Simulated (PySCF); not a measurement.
SMILES COCC[OH+]CCOC (charge +1) at its GFN2-xTB optimised geometry (Å):

```
24

C      3.2363     0.3420    -3.5902
O      2.0248    -0.3891    -3.6526
C      1.4591    -0.4696    -4.9461
C      0.1112    -1.1558    -4.7262
O     -0.4622    -0.4787    -3.5829
C     -1.3730    -1.2183    -2.7357
C     -1.2113    -0.5904    -1.3517
O      0.1882    -0.4842    -1.1788
C      0.5807     0.1958     0.0000
H      3.0846     1.3764    -3.9115
H      4.0042    -0.1217    -4.2129
H      3.5489     0.3189    -2.5496
H      1.3247     0.5358    -5.3688
H      2.0864    -1.0560    -5.6267
H     -0.5611    -1.0414    -5.5774
H      0.2582    -2.2151    -4.4986
H      0.3586    -0.3026    -2.9666
H     -1.0858    -2.2729    -2.7087
H     -2.3849    -1.1116    -3.1288
H     -1.6788     0.4033    -1.3129
H     -1.6674    -1.2238    -0.5828
H      1.6674     0.1958     0.0000
H      0.2073     1.2238     0.0000
H      0.2153    -0.3223     0.8891
```

Calculation: B3LYP/def2-SVP run with PySCF 2.14.0. Cells within 0.4 Å of a nucleus heavier than hydrogen are left out (blank, or x).

Map of the electrostatic potential (hartree/e), clipped to [0.08, 0.22] on the plane z = 0.0 Å:

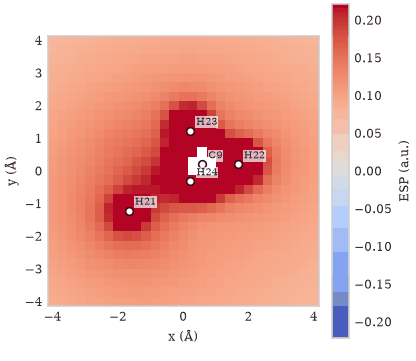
Electrostatic potential (hartree/e), clipped to [0.08, 0.22] on the plane z = 0.0 Å.
